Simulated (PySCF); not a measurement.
## Electronic structure of C$_{5}$H$_{15}$FSi$_{2}$ in real space

```yaml
atoms:
  - { symbol: C, position_ang: [3.4722, 0.3082, 0.7180] }
  - { symbol: C, position_ang: [2.1653, -0.4574, 0.8587] }
  - { symbol: F, position_ang: [1.8537, -0.5498, 2.2072] }
  - { symbol: C, position_ang: [1.0055, 0.2185, 0.1338] }
  - { symbol: C, position_ang: [-0.2605, -0.6359, 0.1349] }
  - { symbol: C, position_ang: [-1.4129, -0.0028, -0.6492] }
  - { symbol: Si, position_ang: [-2.0283, 1.6330, 0.1144] }
  - { symbol: Si, position_ang: [-2.8261, -1.2664, -0.8651] }
  - { symbol: H, position_ang: [3.3348, 1.3415, 1.0274] }
  - { symbol: H, position_ang: [4.2373, -0.1437, 1.3444] }
  - { symbol: H, position_ang: [3.8030, 0.2858, -0.3161] }
  - { symbol: H, position_ang: [2.2857, -1.4953, 0.5193] }
  - { symbol: H, position_ang: [0.8062, 1.1723, 0.6248] }
  - { symbol: H, position_ang: [1.3132, 0.4196, -0.8943] }
  - { symbol: H, position_ang: [-0.5684, -0.8102, 1.1680] }
  - { symbol: H, position_ang: [-0.0155, -1.6120, -0.2979] }
  - { symbol: H, position_ang: [-1.0395, 0.2279, -1.6542] }
  - { symbol: H, position_ang: [-2.3140, 1.4292, 1.5345] }
  - { symbol: H, position_ang: [-1.0336, 2.7027, -0.0326] }
  - { symbol: H, position_ang: [-3.2396, 2.0619, -0.5870] }
  - { symbol: H, position_ang: [-2.3014, -2.4558, -1.5459] }
  - { symbol: H, position_ang: [-3.3487, -1.6605, 0.4434] }
  - { symbol: H, position_ang: [-3.8932, -0.6840, -1.6796] }
```

Geometry: GFN2-xTB.

The calculation used PBE0/pcSseg-1, SCF density, gas phase, non-relativistic in PySCF 2.14.0.

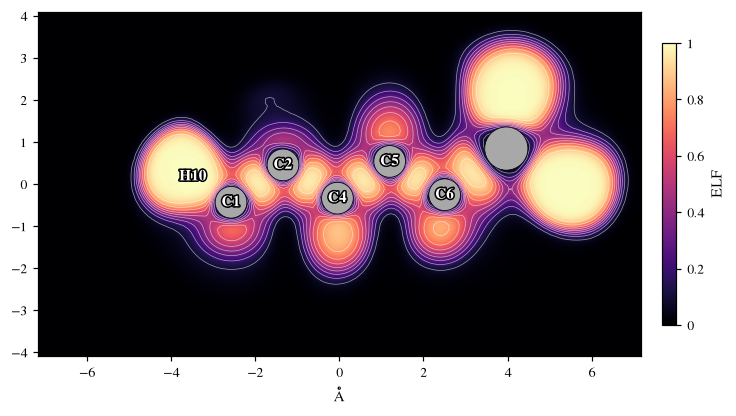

Figure 1. ELF on the plane of atoms C2, C1 and H10. Grey discs cover the atomic cores.

> Read the bonding off the picture.

Atoms in the plane: C and H.
C–C (1.52 Å): the ELF peaks at about 0.95 between the atoms (a covalent bond).
C–H (1.09 Å): the ELF climbs to about 1 towards the hydrogen, as it does in any bond to H; a covalent bond by its length.

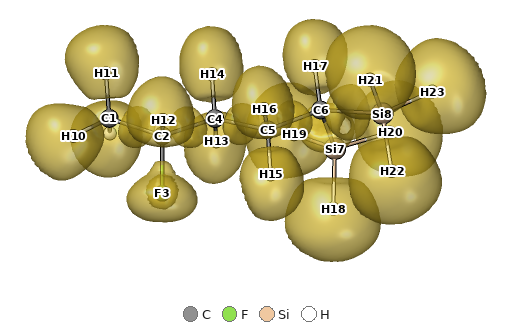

Figure 2. Isosurface of the ELF at 0.75 (yellow), seen from one side. Only the valence region is drawn (cores and ρ < 0.01 e/Å³ removed).

> Identify the bonds, lone pairs and shells in this picture.

At this value the surface marks out four regions between bonded C–C atoms (shared pairs), 15 regions around hydrogen nuclei, one region on C in which the atom's valence shell and bonds are merged and one region on F in which the atom's valence shell and bonds are merged.


C–F (1.39 Å): the ELF peaks at about 0.85 between the atoms: a shared but strongly polarised pair.

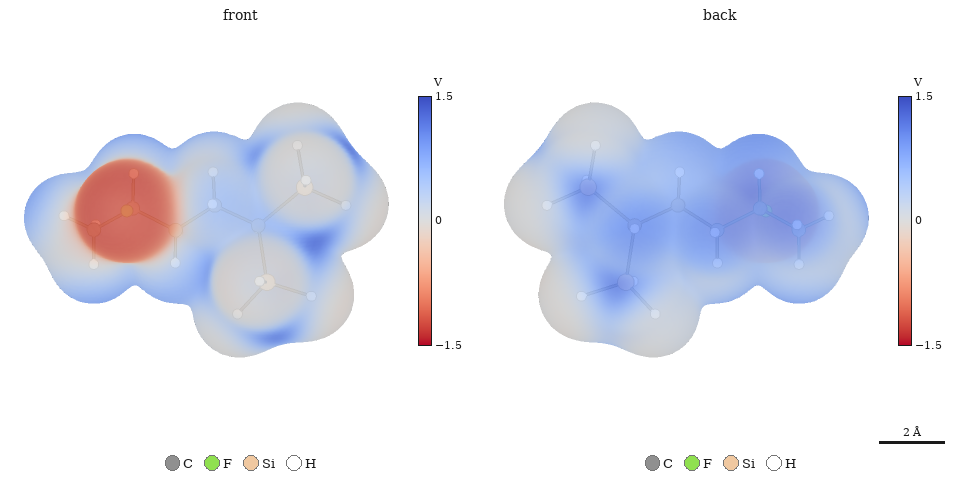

Figure 3. The molecular electrostatic potential painted on the density surface at 0.002 e/bohr³, seen from the front and from behind; the colour scale runs from red (negative) to blue (positive).

> Where is the surface potential most negative and most positive?

The most negative region (about −1.1 V, or −25 kcal/mol for a unit charge) lies over F3, the most positive (about +1.0 V, or +23 kcal/mol for a unit charge) over Si7 and Si8.

> How polar is the molecule by this calculation?

Its dipole moment is 2.13 D.
